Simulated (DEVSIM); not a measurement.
Device: abrupt Si p-n junction, at 300 K.

```csv
layer (left to right),material,thickness (μm),Nd (cm⁻³),Na (cm⁻³),τn (s),τp (s)
1,Si,0.100,-,2.2e18,5.5e-7,5.5e-7
2,Si,2.80,4.2e12,-,5.5e-7,5.5e-7
```

Left contact: ohmic. Right contact: ohmic. Voltage is applied to the left contact. Recombination: SRH at mid-gap, radiative. Mobility is constant in doping.

This is a model device: material constants are rounded textbook-type values typed into the input, and sizes, dopings and lifetimes were drawn at random. Values at 300 K.

```
parameter           Si
-------------  -------
gap (eV)         1.124
affinity (eV)     4.05
permittivity      11.7
Nc (cm⁻³)      2.86e19
Nv (cm⁻³)       3.1e19
μn (cm²/Vs)       1417
μp (cm²/Vs)        470
B (cm³/s)      4.7e-15
```

DEVSIM, 1D drift-diffusion, Boltzmann statistics, complete ionisation; no tunnelling, impact ionisation, image-force lowering or self-heating.

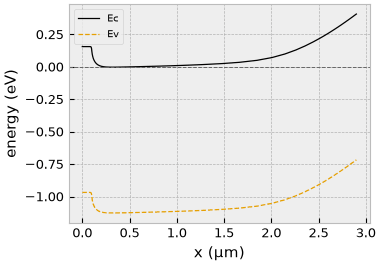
*Band edges at 0.9 V on the left contact*

Energies count from the Fermi level of the right contact; mesh points crowd at the junctions.

```csv
x (μm),Ec (eV),Ev (eV),n (cm⁻³),p (cm⁻³),field (V/cm)
0.000,0.156,-0.968,< 1e2,2.2e18,≈ 0
0.01348,0.156,-0.968,1.1e12,2.2e18,≈ 0
0.03073,0.156,-0.968,2.6e12,2.2e18,≈ 0
0.05200,0.156,-0.968,4.4e12,2.2e18,≈ 0
0.07898,0.156,-0.968,6.7e12,2.2e18,-64
0.09411,0.152,-0.972,9.2e12,1.9e18,-14000
0.1054,0.097,-1.027,8.0e13,2.3e17,-42000
0.1323,0.040,-1.084,7.4e14,2.5e16,-12000
0.1674,0.014,-1.110,2.0e15,9.1e15,-4400
0.2241,0.001,-1.123,3.4e15,5.2e15,-1100
0.3159,-0.003,-1.127,3.9e15,4.1e15,-15
0.5322,0.000,-1.124,3.5e15,3.5e15,170
0.8145,0.005,-1.119,2.9e15,2.9e15,210
1.271,0.017,-1.107,1.9e15,1.9e15,330
2.008,0.071,-1.053,2.5e14,5.4e14,1700
2.358,0.161,-0.963,1.5e13,3.2e14,3400
2.560,0.239,-0.885,5.9e12,2.6e14,4300
2.699,0.303,-0.821,4.8e12,2.3e14,4800
2.806,0.357,-0.767,4.4e12,1.9e14,5200
2.851,0.381,-0.743,4.3e12,1.4e14,5300
2.879,0.396,-0.728,4.2e12,7.7e13,5400
2.900,0.407,-0.717,4.2e12,2.8e7,5400
```
